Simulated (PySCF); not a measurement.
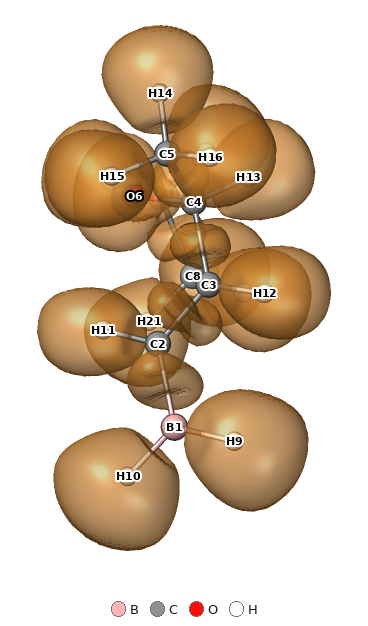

Figure 1: C6H13BO (SMILES B/C=C/[C@H](C)OCC). Isosurface of the electron localisation function at 0.75 (orange), seen at an oblique angle. Only the valence region is drawn (cores and ρ < 0.01 e/Å³ removed).

Geometry: GFN2-xTB.

These are results of PBE0/pcSseg-1, SCF density, gas phase, non-relativistic (PySCF), not measurements.

Input

```
{"job": {"kind": "nmr", "xc": "PBE0", "basis": "pcSseg-1"}, "charge": 0, "multiplicity": 1}
B     -2.622823    -1.528798    -0.914078
C     -1.489533    -0.521706    -0.666464
C     -0.993848    -0.243465     0.545129
C      0.096727     0.756891     0.822647
C     -0.548517     2.076006     1.269405
O      0.907105     1.037370    -0.304704
C      2.074498     0.261170    -0.419791
C      1.836327    -1.207841    -0.762595
H     -3.096941    -2.100930    -0.009284
H     -3.011079    -1.731213    -1.999080
H     -1.029488     0.011647    -1.492256
H     -1.402455    -0.716639     1.429547
H      0.731164     0.379325     1.642679
H      0.224171     2.792253     1.536228
H     -1.132967     2.481579     0.448329
H     -1.197515     1.909009     2.124775
H      2.659544     0.327468     0.512365
H      2.644702     0.741267    -1.219785
H      1.266866    -1.701598     0.022077
H      2.793357    -1.711569    -0.872499
H      1.281785    -1.293282    -1.693119
```

Run with:

```sh
OMP_NUM_THREADS=1 python probes_run.py task.json out
```

Q: Where are the electrons localised?

A: The surface consists of one region between bonded B–C atoms (shared pairs), four regions between bonded C–C atoms (shared pairs), 13 regions around hydrogen nuclei and one region on O in which the atom's valence shell and bonds are merged.

Values along the shortest contacts:
C–C (1.34 Å): the ELF peaks at about 0.95 between the atoms (a multiple bond). C–O (1.41 Å): the ELF peaks at about 0.90 between the atoms: a polar covalent bond.
